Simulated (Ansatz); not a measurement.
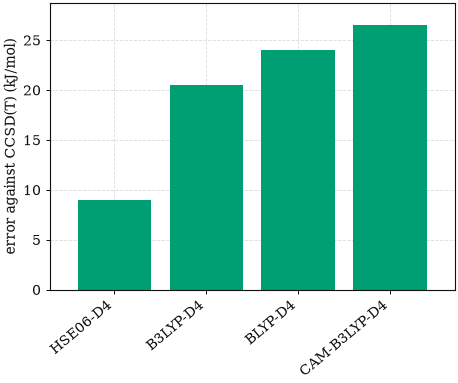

Error in the electronic atomisation energy (method less reference, so positive means overbinding) of CH₅BOSi, SMILES B[SiH2]C=O: functionals in def2-TZVPP against frozen-core CCSD(T) at the limit (MP2 extrapolated from triple and quadruple zeta, plus CCSD(T) less MP2 in a smaller set), which gives 3106.3 kJ/mol, at a PBE0-D4/def2-TZVP geometry (a minimum by its frequencies), no zero-point or spin-orbit term, the Ansatz code 0.2.0. The reference leaves out core correlation, a term that grows with the number of heavy atoms.

What range do the values span?

From 9.0 kJ/mol (HSE06-D4) to 26.6 kJ/mol (CAM-B3LYP-D4).

Give the values.

```tsv
level	kJ/mol
HSE06-D4	9.0
B3LYP-D4	20.5
BLYP-D4	24.0
CAM-B3LYP-D4	26.6
```

Caveats, for all or some of the runs: one conformer of a flexible molecule.
